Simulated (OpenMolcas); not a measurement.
Multiconfigurational calculation for Tm³⁺ complex (part 2 of 2)

Continued. System: Tm³⁺ with 6 ligands (Cl; octahedron, 2.64 Å), neutralised by 6 outer point charges of +0.5 e, whose field is part of the energies. Method: state-averaged CASSCF, active space 12 electrons in the shell 4f, basis ANO-RCC-VDZP on the metal and ANO-RCC-VDZP on the ligands, DKH2 scalar Hamiltonian, spin-orbit coupling by RASSI with atomic mean-field integrals (OpenMolcas).

**The program's output (extracts), continued**
```
--- RASSI ---
SPIN-FREE ENERGIES:
  (Shifted by EMIN (a.u.) =     -16321.7332381511)

 SF State       Relative EMIN(au)   Rel lowest level(eV)    D:o, cm**(-1)

     1             0.0000000000        0.0000000000              0.0000
     2             0.0000000000        0.0000000000              0.0000
     3             0.0000000000        0.0000000000              0.0000
     4             0.0001961849        0.0053384632             43.0576
     5             0.0001961849        0.0053384632             43.0576
     6             0.0003886353        0.0105753057             85.2956
     7             0.0003886353        0.0105753057             85.2956
     8             0.0003886353        0.0105753057             85.2956
     9             0.0009204469        0.0250466352            202.0147
    10             0.0009204469        0.0250466352            202.0147
    11             0.0009204469        0.0250466352            202.0147
    12             0.0363667607        0.9895899722           7981.5814
    13             0.0363667607        0.9895899722           7981.5814
    14             0.0363667607        0.9895899722           7981.5814
    15             0.0363994457        0.9904793760           7988.7549
    16             0.0365590276        0.9948218196           8023.7791
    17             0.0365590276        0.9948218196           8023.7791
    18             0.0365590276        0.9948218196           8023.7791
    22             0.0404822296        1.1015775848           8884.8224
    23             0.0404822296        1.1015775848           8884.8224
    24             0.0404822296        1.1015775848           8884.8224
    25             0.0417135571        1.1350837127           9155.0676
    26             0.0417135571        1.1350837127           9155.0676
    27             0.0417638382        1.1364519326           9166.1030
    28             0.0417638382        1.1364519326           9166.1030
    29             0.0417638382        1.1364519326           9166.1030
    30             0.0418373012        1.1384509618           9182.2263
    31             0.1269611781        3.4547896551          27864.7578
    32             0.1269611781        3.4547896551          27864.7578
    33             0.1276867197        3.4745326483          28023.9957
    34             0.1276867197        3.4745326483          28023.9957
    35             0.1276867197        3.4745326483          28023.9957
    36             0.1538338776        4.1860330615          33762.6336
    37             0.1538338776        4.1860330615          33762.6336
    38             0.1538980757        4.1877799800          33776.7234
    39             0.1538980757        4.1877799800          33776.7234
    40             0.1538980757        4.1877799800          33776.7234
    41             0.1541398121        4.1943579630          33829.7784
    42             0.1546253393        4.2075698312          33936.3393
    43             0.1546253393        4.2075698312          33936.3393
Eigenvalues of complex Hamiltonian:
   -----------------------------------
  (Shifted by EMIN (a.u.) =     -16321.7332381511)

 SO State       Relative EMIN(au)   Rel lowest level(eV)    D:o, cm**(-1)

     1            -0.0319185574        0.0000000000              0.0000
     2            -0.0318175349        0.0027489630             22.1719
     3            -0.0318175349        0.0027489631             22.1719
     4            -0.0318175349        0.0027489630             22.1719
     5            -0.0317036759        0.0058472247             47.1610
     6            -0.0317036759        0.0058472246             47.1610
     7            -0.0317036759        0.0058472244             47.1610
     8            -0.0315344396        0.0104523767             84.3041
     9            -0.0312087258        0.0193155009            155.7900
    10            -0.0312087259        0.0193154999            155.7900
    11            -0.0312087259        0.0193154991            155.7900
    12            -0.0311635470        0.0205448791            165.7056
    13            -0.0311635471        0.0205448777            165.7056
    14            -0.0014175251        0.8299753708           6694.2028
    15            -0.0014175251        0.8299753708           6694.2028
    16            -0.0014175251        0.8299753708           6694.2028
    17            -0.0007887178        0.8470860878           6832.2101
    18            -0.0007887178        0.8470860879           6832.2101
    19            -0.0007467436        0.8482282639           6841.4223
    20            -0.0007467436        0.8482282639           6841.4223
    21            -0.0007467436        0.8482282640           6841.4223
    22            -0.0006778176        0.8501038365           6856.5498
    23             0.0062937266        1.0398092184           8386.6269
    24             0.0062937266        1.0398092182           8386.6269
    25             0.0062937266        1.0398092184           8386.6269
    26             0.0063687124        1.0418496863           8403.0844
    27             0.0063687124        1.0418496870           8403.0844
    28             0.0066099573        1.0484142936           8456.0315
    29             0.0066099573        1.0484142943           8456.0316
    30             0.0066099573        1.0484142949           8456.0316
    31             0.0068278558        1.0543436157           8503.8548
    32             0.0068278559        1.0543436165           8503.8548
    33             0.0068278558        1.0543436147           8503.8547
    34             0.0289683588        1.6568173941          13363.1335
    35             0.0289683588        1.6568173941          13363.1335
    36             0.0290407141        1.6587862811          13379.0136
    37             0.0290407141        1.6587862811          13379.0136
    38             0.0290407141        1.6587862812          13379.0136
    39             0.0292059923        1.6632837298          13415.2880
    40             0.0292059922        1.6632837293          13415.2880
    41             0.0292059922        1.6632837288          13415.2880
Weights of the five most important spin-orbit-free states for each spin-orbit state.

 SO State  Total energy (au)           Spin-free states, spin, and weights
 -------------------------------------------------------------------------------------------------------
    1        -0.031919       1 1.0  0.3311    3 1.0  0.3311    2 1.0  0.3311   48 0.0  0.0064   30 0.0  0.0001
    2        -0.031818       5 1.0  0.2685    1 1.0  0.2561    3 1.0  0.2169    2 1.0  0.1096    8 1.0  0.0531
    3        -0.031818       3 1.0  0.2840    4 1.0  0.2340    2 1.0  0.2241    1 1.0  0.0745    5 1.0  0.0661
    4        -0.031818       1 1.0  0.2520    2 1.0  0.2489    4 1.0  0.1846    5 1.0  0.1156    3 1.0  0.0817
    5        -0.031704       5 1.0  0.3305    6 1.0  0.1612    7 1.0  0.1206    1 1.0  0.1153    4 1.0  0.0829
    6        -0.031704       5 1.0  0.2842    6 1.0  0.1609    4 1.0  0.1292    8 1.0  0.1206    3 1.0  0.1203
    7        -0.031704       4 1.0  0.4080    8 1.0  0.1612    7 1.0  0.1609    1 1.0  0.1197    2 1.0  0.0711
    8        -0.031534       6 1.0  0.3312    7 1.0  0.3312    8 1.0  0.3312   41 0.0  0.0065   13 1.0  0.0000
    9        -0.031209      11 1.0  0.3299   10 1.0  0.3260    8 1.0  0.1293    7 1.0  0.1293    4 1.0  0.0701
   10        -0.031209       9 1.0  0.3262   11 1.0  0.3261    6 1.0  0.1293    8 1.0  0.1265    5 1.0  0.0471
   11        -0.031209       9 1.0  0.3297   10 1.0  0.3263    6 1.0  0.1294    7 1.0  0.1264    5 1.0  0.0583
   12        -0.031164      11 1.0  0.4458   10 1.0  0.2618    6 1.0  0.1452    7 1.0  0.0714    9 1.0  0.0296
```

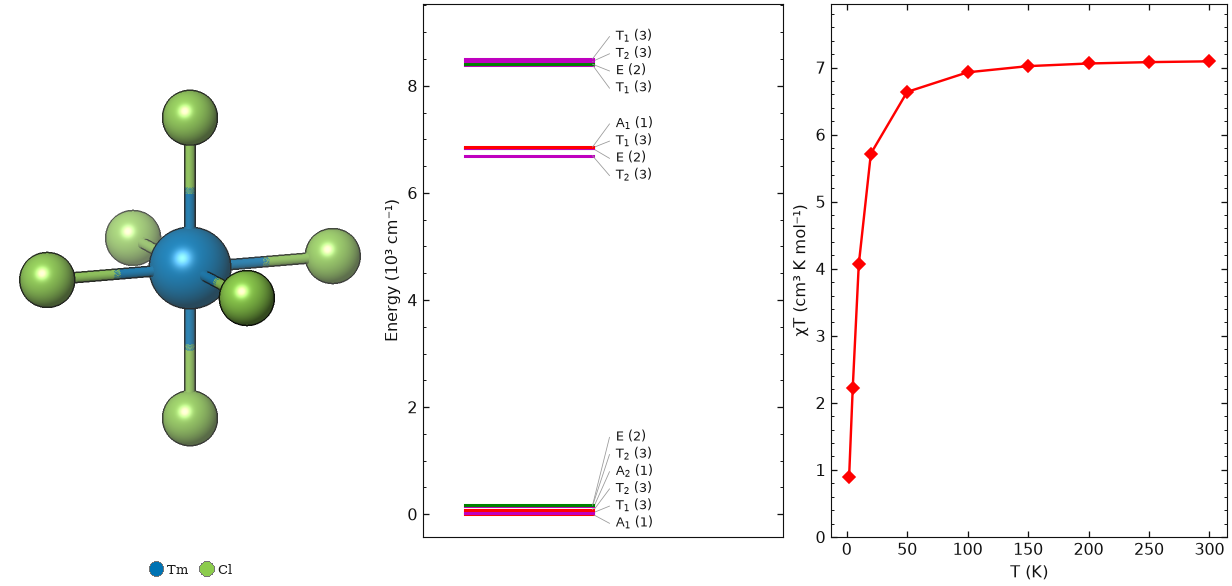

Figure 2. Tm³⁺ (4f¹²) with 6 ligands, Cl⁻, at 2.64 Å (arrangement: octahedron, Oh), neutralised by outer point charges of +0.5 e, and its levels and susceptibility. Labels give the representation in O, Td, D4 or D3 as the site allows (double group for half-integer spin) where it could be assigned and, in brackets, the degeneracy; spin-free states, where drawn, share the zero of the spin-orbit levels. Powder susceptibility by Van Vleck's formula. The ground level is A₁, non-degenerate, 99 % from states of spin multiplicity 3 (of the 28 states of multiplicity 1, 27 enter the spin-orbit step). The next level lies at 22 cm⁻¹ (T₁). The lowest J multiplet spreads over 166 cm⁻¹. χT is 0.892 cm³ K mol⁻¹ at 2 K and 7.09 at 300 K, an effective moment of 7.53 μB. The active orbitals hold 100 % metal character (Löwdin), and the Mulliken charge of the metal is +1.98.

**Summary**

- outcome: converged
- energy of the lowest spin-free term: −16321.73324 hartree
- energy of the lowest spin-orbit level: −16321.76516 hartree
- largest spread among components of a term: 0.0 cm⁻¹
- wall time: 36 s
- peak memory: 0.6 GiB

**Notes**

Without dynamic correlation the splittings between terms come out too large, often by 20 to 50 %. Limits: distances are set from ionic radii, not optimised.
